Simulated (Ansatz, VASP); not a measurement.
## HCl in two plane-wave programs

Wanted: the spread between two codes on one cell, functional and k mesh. The structure shown is the end of the VASP relaxation below.

Calculated with Ansatz 0.2.0; plane waves, with VASP 6.6.1 beside it; single point at PBE with D3(BJ) and single point at r2SCAN with rVV10.

## 1. The structure

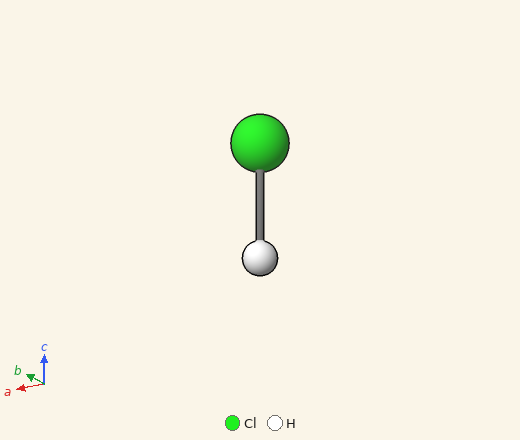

The starting structure, seen from a free direction (chlorine green, hydrogen white).

The cell holds 2 atoms: 1 Cl and 1 H. Its edges and angles: a = 10.000 Å, b = 10.500 Å, c = 13.000 Å, α = 90.0°, β = 90.0°, γ = 90.0°. Vacuum lies along a, b and c.

Coordinates:

```xyz
2
Lattice="10.0000 0.0000 0.0000 0.0000 10.5000 0.0000 0.0000 0.0000 13.0000" Properties=species:S:1:pos:R:3
Cl    5.0000    5.2500    7.1423
H     5.0000    5.2500    5.8577
```

## 2. VASP: relaxation, PBE with D3(BJ)

This run makes the geometry at which the two programs are then compared.

Lines of VASP's logs that name or quote its potential files are left out, and so is its time.

The input, INCAR:

```
SYSTEM = HCl
PREC = Normal
ENCUT = 500
EDIFF = 1E-05
NELM = 120
ISMEAR = 0
SIGMA = 0.01
LREAL = Auto
ALGO = Normal
GGA = PE
IVDW = 12
NBANDS = 10
LASPH = .TRUE.
LORBIT = 11
LWAVE = .FALSE.
LCHARG = .FALSE.
NCORE = 5
IBRION = 2
NSW = 60
ISIF = 2
EDIFFG = -0.03
POTIM = 0.4
MAXMIX = 40
ISYM = 0
```

The input, POSCAR:

```
HCl
1.0
   10.0000000000      0.0000000000      0.0000000000
    0.0000000000     10.5000000000      0.0000000000
    0.0000000000      0.0000000000     13.0000000000
Cl H
1 1
Direct
    0.5000000000      0.5000000000      0.5492307700
    0.5000000000      0.5000000000      0.4507692300
```

The input, KPOINTS:

```
Automatic mesh
0
Gamma
1 1 1
0 0 0
```

Potentials, in the order of the species: Cl and H (PBE family, release 64).

On the command line:

```
mpirun -np 5 vasp_gam
```

Numbers of over 12 decimals in the logs are rounded to 6 here.

The log of the run:

```text
[banner, memory and clock lines left out]
running    5 mpi-ranks, on    1 nodes
 distrk:  each k-point on    5 cores,    1 groups
 distr:  one band on    5 cores,    1 groups

 POSCAR found type information on POSCAR ClH
 POSCAR found :  2 types and       2 ions
|                                                                             |
|           W    W    AA    RRRRR   N    N  II  N    N   GGGG   !!!           |
|           W    W   A  A   R    R  NN   N  II  NN   N  G    G  !!!           |
|           W    W  A    A  R    R  N N  N  II  N N  N  G       !!!           |
|           W WW W  AAAAAA  RRRRR   N  N N  II  N  N N  G  GGG   !            |
|           WW  WW  A    A  R   R   N   NN  II  N   NN  G    G                |
|           W    W  A    A  R    R  N    N  II  N    N   GGGG   !!!           |
|                                                                             |
|     For optimal performance we recommend to set                             |
|       NCORE = 2 up to number-of-cores-per-socket                            |
|     NCORE specifies how many cores store one orbital (NPAR=cpu/NCORE).      |
|     This setting can greatly improve the performance of VASP for DFT.       |
|     The default, NCORE=1 might be grossly inefficient on modern             |
|     multi-core architectures or massively parallel machines. Do your        |
|     Unfortunately you need to use the default for GW and RPA                |
|     calculations (for HF NCORE is supported but not extensively tested      |
|     yet).                                                                   |
|                                                                             |

|                                                                             |
|               ----> ADVICE to this user running VASP <----                  |
|                                                                             |
|     You have a (more or less) 'small supercell' and for smaller cells       |
|     it is recommended to use the reciprocal-space projection scheme!        |
|     The real-space optimization is not efficient for small cells and it     |
|     is also less accurate ...                                               |
|     Therefore, set LREAL=.FALSE. in the INCAR file.                         |
|                                                                             |

 LDA part: xc-table for (Slater+PW92), standard interpolation
 POSCAR, INCAR and KPOINTS ok, starting setup
 FFT: planning ... GRIDC
 FFT: planning ... GRID_SOFT
 FFT: planning ... GRID
 WAVECAR not read
 entering main loop
       N       E                     dE             d eps       ncg     rms          rms(c)
DAV:   1     0.738408030365E+02    0.73841E+02   -0.14397E+03    20   0.391E+02
DAV:   2     0.183093500774E+02   -0.55531E+02   -0.53932E+02    38   0.514E+01
DAV:   3    -0.513546953564E+01   -0.23445E+02   -0.23433E+02    30   0.595E+01
DAV:   4    -0.630500052763E+01   -0.11695E+01   -0.11694E+01    24   0.146E+01
DAV:   5    -0.631373718317E+01   -0.87367E-02   -0.87362E-02    22   0.162E+00    0.774E+00
DAV:   6    -0.615577727135E+01    0.15796E+00   -0.23416E-01    30   0.230E+00    0.471E+00
DAV:   7    -0.610097343477E+01    0.54804E-01   -0.21130E-01    28   0.215E+00    0.777E-01
DAV:   8    -0.609545073667E+01    0.55227E-02   -0.21367E-02    20   0.826E-01    0.272E-01
DAV:   9    -0.609674244895E+01   -0.12917E-02   -0.92672E-04    24   0.196E-01    0.135E-01
DAV:  10    -0.609875627877E+01   -0.20138E-02   -0.50471E-04    20   0.119E-01    0.595E-02
DAV:  11    -0.610057552542E+01   -0.18192E-02   -0.42896E-04    20   0.109E-01    0.686E-02
DAV:  12    -0.610299095672E+01   -0.24154E-02   -0.50455E-04    20   0.938E-02    0.385E-02
DAV:  13    -0.610337183718E+01   -0.38088E-03   -0.43797E-05    30   0.331E-02    0.158E-02
DAV:  14    -0.610440096782E+01   -0.10291E-02   -0.12471E-04    20   0.452E-02    0.620E-03
DAV:  15    -0.610459953333E+01   -0.19857E-03   -0.11484E-05    30   0.161E-02    0.472E-03
DAV:  16    -0.610481550870E+01   -0.21598E-03   -0.16991E-05    20   0.168E-02    0.170E-03
DAV:  17    -0.610484136730E+01   -0.25859E-04   -0.10224E-06    20   0.486E-03    0.284E-03
DAV:  18    -0.610485973958E+01   -0.18372E-04   -0.47647E-07    20   0.339E-03    0.128E-03
DAV:  19    -0.610486898537E+01   -0.92458E-05   -0.28899E-07    20   0.219E-03
   1 F= -.61138454E+01 E0= -.61138454E+01  d E =-.611385E+01
 curvature:   0.00 expect dE= 0.000E+00 dE for cont linesearch  0.000E+00
 trial: gam= 0.00000 g(F)=  0.146E-02 g(S)=  0.000E+00 ort = 0.000E+00 (trialstep = 0.100E+01)
 search vector abs. value=  0.146E-02
 bond charge predicted
       N       E                     dE             d eps       ncg     rms          rms(c)
DAV:   1    -0.610450982805E+01    0.34991E-03   -0.85125E-02    22   0.164E+00    0.306E-01
DAV:   2    -0.610419392731E+01    0.31590E-03   -0.24450E-03    20   0.380E-01    0.969E-02
DAV:   3    -0.610405481834E+01    0.13911E-03   -0.77954E-05    22   0.602E-02    0.302E-02
DAV:   4    -0.610438422186E+01   -0.32940E-03   -0.62498E-05    20   0.437E-02    0.126E-02
DAV:   5    -0.610456806222E+01   -0.18384E-03   -0.22571E-05    20   0.258E-02    0.141E-02
DAV:   6    -0.610459336752E+01   -0.25305E-04   -0.20877E-06    20   0.783E-03    0.747E-03
DAV:   7    -0.610460690571E+01   -0.13538E-04   -0.78347E-07    20   0.476E-03    0.445E-03
DAV:   8    -0.610460806819E+01   -0.11625E-05   -0.38160E-08    20   0.125E-03
   2 F= -.61135840E+01 E0= -.61135840E+01  d E =0.261455E-03
 trial-energy change:    0.000261  1 .order    0.000227   -0.001462    0.001917
 step:   0.4328(harm=  0.4328)  dis= 0.00230  next Energy=    -6.114162 (dE=-0.316E-03)
 bond charge predicted
       N       E                     dE             d eps       ncg     rms          rms(c)
DAV:   1    -0.610512375960E+01   -0.51685E-03   -0.27230E-02    22   0.925E-01    0.206E-01
DAV:   2    -0.610515394977E+01   -0.30190E-04   -0.88673E-04    20   0.228E-01    0.421E-02
DAV:   3    -0.610516670513E+01   -0.12755E-04   -0.22483E-05    20   0.341E-02    0.263E-03
DAV:   4    -0.610517474733E+01   -0.80422E-05   -0.64930E-07    20   0.494E-03
   3 F= -.61141510E+01 E0= -.61141510E+01  d E =-.305526E-03
 curvature:  -0.22 expect dE=-0.427E-06 dE for cont linesearch -0.427E-06
 trial: gam= 0.00000 g(F)=  0.197E-05 g(S)=  0.000E+00 ort =-0.537E-04 (trialstep = 0.887E+00)
 search vector abs. value=  0.197E-05
 reached required accuracy - stopping structural energy minimisation
```

Parts of OUTCAR (step 2):

```text
ion  position               nearest neighbor table
   1  0.500  0.500  0.549-   2 1.28
   2  0.500  0.500  0.451-   1 1.28

 Found      1 irreducible k-points:

   k-points           NKPTS =      1   k-points in BZ     NKDIM =      1   number of bands    NBANDS=     10

   dimension x,y,z NGX =    56 NGY =   60 NGZ =   72
   dimension x,y,z NGXF=   112 NGYF=  120 NGZF=  144

   ENCUT  =  500.0 eV  36.75 Ry    6.06 a.u.  18.23 19.14 23.70*2*pi/ulx,y,z

   NELECT =       8.0000    total number of electrons

 k-points in reciprocal lattice and weights: Automatic mesh
   0.00000000  0.00000000  0.00000000       1.000

 Edisp (eV)   -0.00898

 average (electrostatic) potential at core
       1-100.9732       2 -44.5742

 E-fermi :  -7.7833

 k-point     1 :       0.0000    0.0000    0.0000
  band No.  band energies     occupation
      1     -21.0410      2.00000
      2     -11.5944      2.00000
      3      -7.8739      2.00000
      4      -7.8737      2.00000
      5      -1.0307      0.00000
      6       0.1269      0.00000
      7       0.6665      0.00000
      8       0.7094      0.00000
      9       1.0754      0.00000
    ...

 Edisp (eV)   -0.00898

  Total      -0.03268    -0.03868    -0.04595    -0.00000    -0.00000     0.00000
  in kB      -0.03836    -0.04540    -0.05393    -0.00000    -0.00000     0.00000
  external pressure =       -0.05 kB  Pullay stress =        0.00 kB

  energy-cutoff  :      500.00
  volume of cell :     1365.00
      direct lattice vectors                 reciprocal lattice vectors
    10.000000000  0.000000000  0.000000000     0.100000000  0.000000000  0.000000000
     0.000000000 10.500000000  0.000000000     0.000000000  0.095238095  0.000000000
     0.000000000  0.000000000 13.000000000     0.000000000  0.000000000  0.076923077

 POSITION                                       TOTAL-FORCE (eV/Angst)
 -----------------------------------------------------------------------------------
      5.00000      5.25000      7.14230        -0.000000     -0.000000     -0.005057
      5.00000      5.25000      5.85770         0.000000      0.000000      0.005057
 -----------------------------------------------------------------------------------
    total drift:                               -0.000000      0.000000     -0.014496

  FREE ENERGIE OF THE ION-ELECTRON SYSTEM (eV)
  ---------------------------------------------------
  free  energy   TOTEN  =        -6.1141509743 eV

  energy  without entropy=       -6.1141509743  energy(sigma->0) =       -6.11415097

 reached required accuracy - stopping structural energy minimisation

 total charge
# of ion       s       p       d       tot
------------------------------------------
    1        1.598   3.554   0.000   5.152
    2        0.546   0.053   0.000   0.599
--------------------------------------------------
tot          2.144   3.607   0.000   5.751
```

CONTCAR:

```
HCl
   1.00000000000000
    10.0000000000000000    0.0000000000000000    0.0000000000000000
     0.0000000000000000   10.5000000000000000    0.0000000000000000
     0.0000000000000000    0.0000000000000000   13.0000000000000000
  Cl              H
     1     1
Direct
     0.4999999995752455    0.4999999989149304    0.5494076294163096
     0.5000000004247545    0.5000000010850695    0.4505923705836905
```

## 3. Ansatz: single point, PBE with D3(BJ)

Ansatz runs on its default PAW (the set named soft_2) files.

The same cell, functional, mesh and smearing now go to Ansatz, which takes its cutoff from its data sets.

The input, input.yaml:

```yaml
crystal:
  lattice:
    - [10.0, 0.0, 0.0]
    - [0.0, 10.5, 0.0]
    - [0.0, 0.0, 13.0]
  atoms:
    - { symbol: Cl, position: [0.5, 0.5, 0.54940763] }
    - { symbol: H, position: [0.5, 0.5, 0.45059237] }
hamiltonian:
  xc: pbe
  pseudopotentials: { kind: paw }
  dispersion: d3bj
kpoints:
  mp_grid: { grid: [1, 1, 1] }
scf:
  occupations: { method: gaussian, width: 0.01 }
  n_extra_bands: 4
output:
  forces: true
  eigenvalues: true
```

On the command line:

```
ansatz run input.yaml --threads 2 --pin off --max-ram 4608MiB --backend cpu --events-out ev --progress --plain --runs-dir out
```

The log of the run:

```text
scf.n_extra_bands = 4 over 4 filled bands (N_el = 8.0): the run solves 8 bands
Engine: ansatz 0.2.0, aarch64-unknown-linux-gnu
Pseudopotentials: kind: paw
Pseudopotential: Cl, paw, valence charge 7, recommended cutoff 420 eV (normal), Cl.paw.azcp
Pseudopotential: H, paw, valence charge 1, recommended cutoff 420 eV (normal), H.paw.azcp
Functional definition: PBE
  parameter kappa = 0.804
  parameter beta = 0.066725
  exchange = pbe_x(kappa = kappa, mu = beta*pi^2/3)
  correlation = pbe_c(beta = beta)
Crystal: 2 atoms, lattice volume = 1365.000 Å³
Basis set: ecut = 420 eV, 26737 PW (Γ), exchange–correlation on 144×144×180 points (8 copies of the dense FFT grid, shifted against one another)
Bands: 8, of which v1, the nominal top of the filled ones, is band 4 counted from 1 (3 counted from 0)
Symmetry: 4 space group operations
Space group: Pmm2 (ITA 25), of the structure as read, at distance tolerance 1.1e-4 Å
k-points: 1
Non-local potential: Cl, projectors of the file, l = 0: 2, l = 1: 2, l = 2: 2
Non-local potential: H, projectors of the file, l = 0: 2, l = 1: 1
PAW form: soft (Blöchl's): semilocal exchange-correlation on the pseudo side does not see the compensation charge
PAW one-centre angular grid: Cl, 110 points (default); XC on 64 Gauss nodes
PAW one-centre angular grid: H, 110 points (default); XC on 64 Gauss nodes
Initial density: superposition of atomic densities (neutral atoms: chi_scale 0, normalization atom), corrected by the library's trained network
Initial wavefunctions: pseudopotential atomic-orbital guess
Functional: x = pbe(κ = 0.804, μ = 0.219515), c = pbe(β = 0.066725)
SCF iter   1: F=—  HF=-1096.235523 eV  |F-HF|=—  |Δ(HF+E_count)|=         —  Δρ=3.14e-4  dr2=2.17e-3  ethr=1.77e-3  ⟨swp⟩=11.0  Hψ=88  notcnv=0
preconditioner: auto → Resta (q_TF=auto, 1.158 Å⁻¹)  ε∞=1.1  [insulator: Δε(μ)=6.737 eV  Ē_g=9.060 eV  σ=0.010 eV  W_gap=1.00  n_scr=36 (ndim 8)  ℏωp=2.5 eV  f_vac=0.919  D(μ)=0.00/eV (n_scr^D=0)  ε∞_Penn≈1.1  vacuum switching on, ρ_ref=6.0e-3 e/Å³]
SCF iter   2: F=—  HF=-1096.236972 eV  |F-HF|=—  |Δ(HF+E_count)|=   1.45e-3  Δρ=1.93e-4  dr2=4.82e-4  ethr=2.71e-5  ⟨swp⟩=3.0  Hψ=27  notcnv=0
SCF iter   3: F=—  HF=-1096.237339 eV  |F-HF|=—  |Δ(HF+E_count)|=   3.67e-4  Δρ=9.00e-5  dr2=6.87e-5  ethr=6.02e-6  ⟨swp⟩=3.0  Hψ=17  notcnv=0
SCF iter   4: F=—  HF=-1096.238050 eV  |F-HF|=—  |Δ(HF+E_count)|=   7.11e-4  Δρ=2.60e-5  dr2=7.88e-6  ethr=8.59e-7  ⟨swp⟩=6.0  Hψ=26  notcnv=0
SCF iter   5: F=—  HF=-1096.238050 eV  |F-HF|=—  |Δ(HF+E_count)|=   9.30e-7  Δρ=1.09e-5  dr2=1.52e-6  ethr=9.85e-8  ⟨swp⟩=4.0  Hψ=16  notcnv=0
SCF iter   6: F=-1096.238050 eV  HF=-1096.238050 eV  |F-HF|=4.14e-9  |Δ(HF+E_count)|=   2.22e-7  Δρ=1.43e-6  dr2=1.73e-8  ethr=1.25e-9  ⟨swp⟩=10.0  Hψ=61  notcnv=0
SCF 1 converged in 6 iterations: F = -1096.238050 eV  dr2 = 1.73e-8
  greatest PAW one-centre occupation: 0.908 electrons in one spin orbital (limit 2), on the Cl atom at site 0 (counted from 0), in its partial waves of l = 0
SCF converged after 6 iterations
Free energy (F): -1096.238050 eV
Harris-Foulkes:  -1096.238050 eV  (|F-HF|=4.14e-9)
Internal energy: -1096.238050 eV  (E = F + TS)
E sigma→0 (E₀):  -1096.238050 eV
Fermi energy:    -4.438786 eV
--- Per-component energies (eV) ---
  E_band       = -96.582722
  E_kinetic    = 172.903146
  E_local      = -805.267096  (includes V_loc(G=0)·N_el)
  E_nonlocal   = 30.239535
  E_hartree    = 317.472085
  E_xc         = -114.841462
  E_vxc        = -131.870074  (∫ρ·V_xc dr)
  E_paw        = -659.833184  (= ΣΔE_a)
  E_vpaw       = 2.468125  (= ΣTr[D̂ρ^β])
  E_aug_tail   = -0.001065  (compensation charges beyond the density's cutoff)
  E_ewald      = -36.901032
  E_disp       = -0.008977  (pairwise vdW)
  E_smearing   = -0.000000  (= −TS)
  E_closure    = -0.000000  (closes the sum)
  Σ components = -1096.238050   (vs F -1096.238050, Δ=0.00e0)
--- Forces (eV/Å), atoms counted from 1 ---
  atom   1  Cl     0.00000000     0.00000000     0.12544118
  atom   2  H      0.00000000     0.00000000    -0.12549863
  max |Σ_I F_I| component: 5.74e-5 eV/Å
--- Band table (eV) ---
  k-point 0: bands = ["-21.0321", "-11.5735", "-7.8429", "-7.8428", "-1.0347", "0.1306", "0.6803", "0.7400"]
```

It took 3.6 s on 2 threads of Arm Neoverse N1, shared host; peak memory 0.67 GiB; 6.6 s of CPU time.

In the SCF lines HF is the Harris–Foulkes energy and dr2 the Hartree energy of the density residual, in eV; the loop may stop once dr2 is under the threshold and the program's other checks hold. Hψ counts applications of the Hamiltonian.

## 4. Side by side

Known differences besides the PAW data sets themselves: the cutoff is 420 eV in Ansatz and 500 eV in VASP (PREC = Normal, projectors in real space). Total energies have different zeros and are not compared.

The two programs side by side:

```
              quantity  Ansatz   VASP  difference
gap on the k mesh (eV)   6.808  6.843      -0.035
```

At this near-relaxed geometry the largest component of a force difference is 131 meV/Å.

## 5. What moves the difference

The difference is large enough to ask for its cause, so further runs change the set-up of one program at a time, as the table lists.

```
                                       run  r.m.s. force difference (meV/Å)
                                  as above                               75
  Ansatz's larger PAW set (cutoff 1000 eV)                               66
norm-conserving potentials (cutoff 980 eV)                               48
```

(Continued in part 2 of 2.)

[Lines on the potential files, build, host, timing and source positions are cut from VASP's logs without a mark.]

[Logs are printed without paths, hosts, clocks, repeated set-up lines and the standing remarks that a program may print on its own settings, such as how far it seeks lower states.]

[Hosts, paths, dates, database ids (printed as entryN), source tags and the programs' standing remarks are cut or masked in the printed files.]
